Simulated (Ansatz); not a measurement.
## Electronic structure of C$_{2}$H$_{2}$B (SMILES b1c[cH+]1) (charge +1) in real space

```yaml
atoms:
  - { symbol: B, position_ang: [-1.1273, 0.4488, -0.4292] }
  - { symbol: C, position_ang: [-0.3495, -0.6495, -0.0146] }
  - { symbol: C, position_ang: [0.2015, 0.7084, -0.0418] }
  - { symbol: H, position_ang: [0.0816, -1.6243, 0.2703] }
  - { symbol: H, position_ang: [1.1937, 1.1166, 0.2153] }
```

All numbers below come from Ansatz, RKS PBE-D4/def2-SVP.

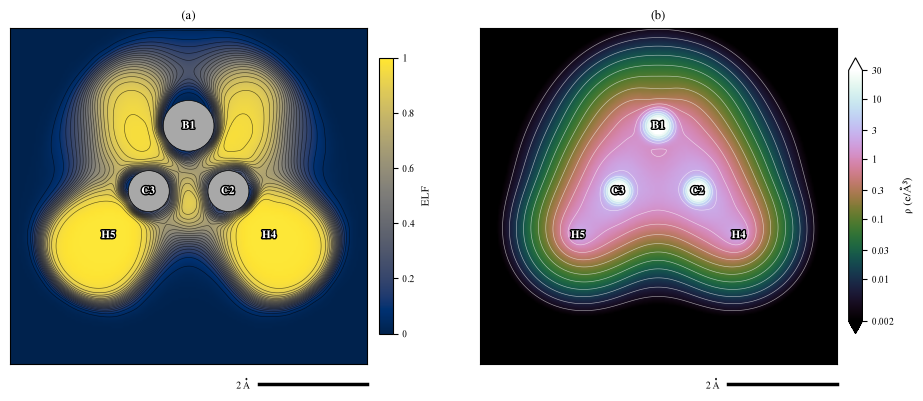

Figure 1. (a) electron localisation function; (b) total electron density on the molecular plane. Grey discs cover the atomic cores in the ELF map.

Interpret the plot.

Answer.
- Atoms in the plane: B, C and H.
- C–B (1.41 Å): ρ at the midpoint is about 1.6 e/Å³; the ELF peaks at about 0.80 between the atoms (a covalent bond).
- C–C (1.47 Å): the density is about 1.8 e/Å³ at the midpoint; the ELF peaks at about 0.85 between the atoms, as expected for a shared electron pair.
- C–H (1.10 Å): ρ at the midpoint is about 2 e/Å³; the ELF climbs to about 1 towards the hydrogen, as it does in any bond to H; an ordinary covalent bond to hydrogen.

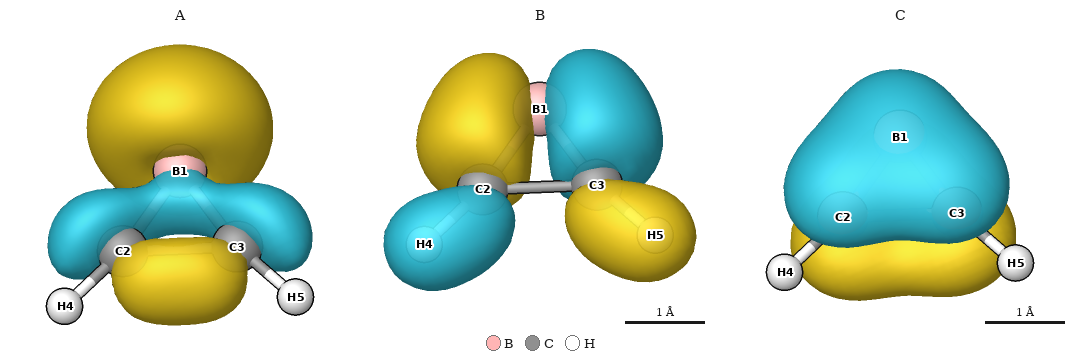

Figure 2. Three frontier orbitals at ±0.15 Å⁻³ᐟ² (yellow and cyan are the two phases), in no order.

Which picture is the HOMO−1, the HOMO and the LUMO?

Answer. C is the HOMO−1 (−16.02 eV). Its weight (Hirshfeld) is mainly on C2 (about 35 %), C3 (about 35 %) and B1 (about 25 %); it changes sign across the molecular plane (π type); π-bonding across B1–C2, B1–C3 and C2–C3. B is the HOMO (−15.65 eV). By Hirshfeld shares it lies mainly on B1 (about 30 %), C2 (about 25 %), C3 (about 25 %), H4 (about 5 %) and H5 (about 5 %); it is symmetric in the molecular plane (an in-plane orbital: σ, lone-pair or in-plane π type). A is the LUMO (−11.87 eV). By Hirshfeld shares it lies mainly on B1 (about 70 %), C2 (about 15 %) and C3 (about 15 %); it is symmetric in the molecular plane (an in-plane orbital: σ, lone-pair or in-plane π type).

What is the HOMO–LUMO gap?

Answer. 3.78 eV between the orbital energies.

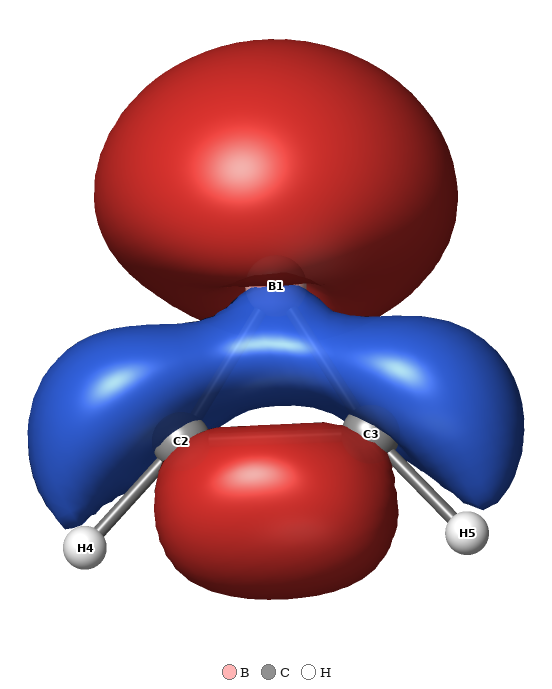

Figure 3. The LUMO at ±0.1 Å⁻³ᐟ² (red and blue are the two phases), seen at a tilt.

What is the character of this orbital?

Answer. By Hirshfeld shares it lies mainly on B1 (about 70 %), C2 (about 15 %) and C3 (about 15 %); it is symmetric in the molecular plane (an in-plane orbital: σ, lone-pair or in-plane π type). Its energy is −11.87 eV.
